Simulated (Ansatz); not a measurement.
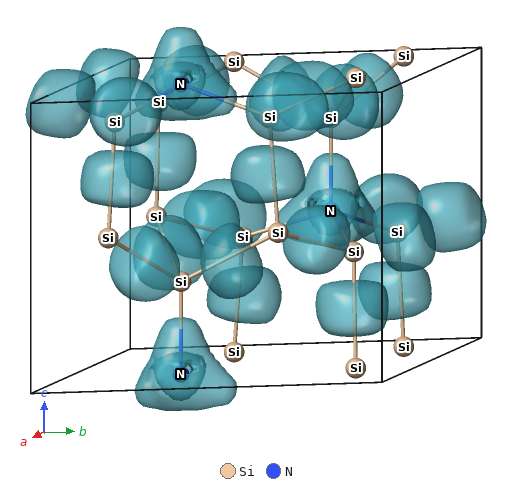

Figure. Si$_{7}$N. Isosurface of the ELF at 0.75 (cyan), seen slightly off an axis. Core shells and regions of very low density are left out. Sticks mark near contacts.

Space group P6₃mc; a generated structure, not necessarily the stable one.

Computed with DFT PBE, scalar-relativistic, plane waves, PAW in Ansatz.

```
Si N
1.0
     7.33415    0.00000    0.00000
    -3.66708    6.35156    0.00000
     0.00000    0.00000    5.92843
Si N
14 2
Cartesian
  0.0000 4.2344 4.8723
  1.7717 5.2573 0.0155
  -1.7717 5.2573 0.0155
  0.0000 2.1886 0.0155
  2.0513 1.1842 5.3321
  3.6671 3.9830 5.3321
  5.2830 1.1842 5.3321
  3.6671 2.1172 1.9081
  3.6671 4.1629 2.9797
  1.8954 1.0943 2.9797
  5.4388 1.0943 2.9797
  0.0000 2.3686 2.3679
  -1.6159 5.1673 2.3679
  1.6158 5.1673 2.3679
  0.0000 4.2344 2.9767
  3.6671 2.1172 0.0124
```

Describe the localisation domains.

Answer. The ELF exceeds this value in 24 regions between bonded Si–Si atoms and two regions on N in which the atom's valence shell and bonds are merged, counted in one cell of 16 atoms. Regions shared between cells count once. Profiles from the grid: Si–N (1.90 Å): the ELF peaks at about 0.90 between the atoms. Si–Si (2.31 Å): the ELF peaks at about 0.95 between the atoms.
